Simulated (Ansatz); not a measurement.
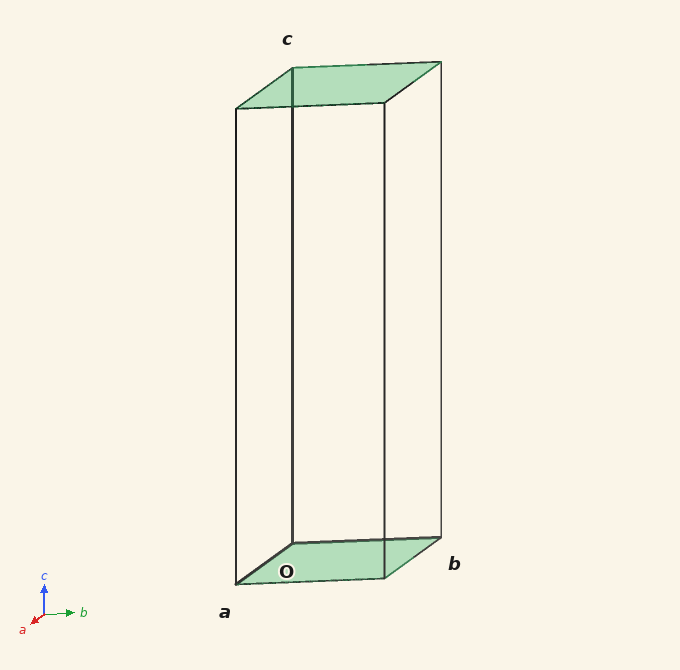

Crystal: BN, the geometry relaxed with DFT, PAW plane waves, pbe in Ansatz 0.2.0. Every member of one family of equally spaced planes, hx + ky + lz = a whole number, that cuts the unit cell is shaded (one member passes through the origin O). All values are computed from the atomic coordinates in the standard setting (tolerance 0.002 Å).

a = 2.512 Å, b = 2.512 Å, c = 8.336 Å, α = 90.00°, β = 90.00°, γ = 120.00°.

Q: Which (hkl) family is drawn?

A: (0 0 1), in four indices (0 0 0 1); the opposite sign names the same planes. The member next to the origin meets the axes a never, b never, c at 1.

Q: What is the spacing?

A: d = 8.336 Å.

Q: The space group is P6₃/mmc (No. 194). How many reflections hkl are equivalent to this one (itself included), and does it occur?

A: 2 reflections are equivalent in the Laue class 6/mmm. The reflection is systematically absent, by a glide plane.
